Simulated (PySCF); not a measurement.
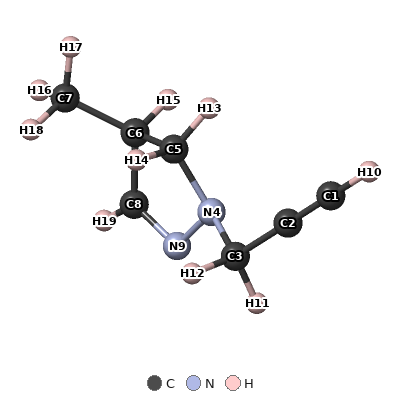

Structure of C₇H₁₀N₂, SMILES C#CCN1C[C@H](C)C=N1.

GIAO shifts, PBE0/pcSseg-1 (IEF-PCM chloroform) in PySCF 2.14.0, at a PBE0-D3(BJ)/def2-SVP geometry (no frequency check), against TMS for ¹³C and NH₃ for ¹⁵N computed at the same level (¹⁵N: a single molecule, while the usual scales start at liquid NH₃ or nitromethane; multiply bonded nitrogen can come out tens of ppm too deshielded). fully decoupled, line heights follow the number of nuclei, widths are arbitrary (no quadrupolar broadening); values of one conformer, averaged over methyl-type rotors and exact or near symmetry; other conformers aren't averaged in.

Question: Which ¹³C signals does it give?

Answer: 7 signals.


```csv
δ (ppm),nuclei,atoms
150.6,1,C8
85.1,1,C2
79.2,1,C1
61.1,1,C5
45.9,1,C3
45.3,1,C6
18.0,1,C7
```

The order of signals that lie close, as those under 2 ppm apart, is within the error of the method.

Question: Predict the ¹⁵N spectrum.

Answer: 2 signals.


| δ (ppm) | nuclei | atoms |
| --- | --- | --- |
| 390.8 | 1 | N9 |
| 153.0 | 1 | N4 |

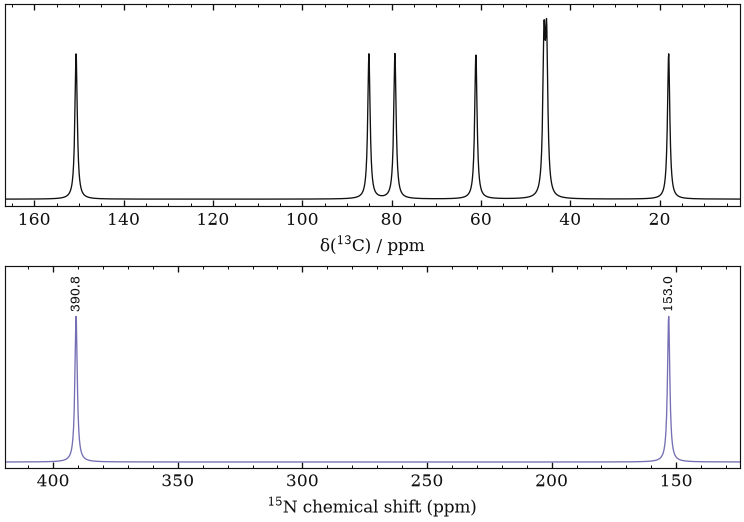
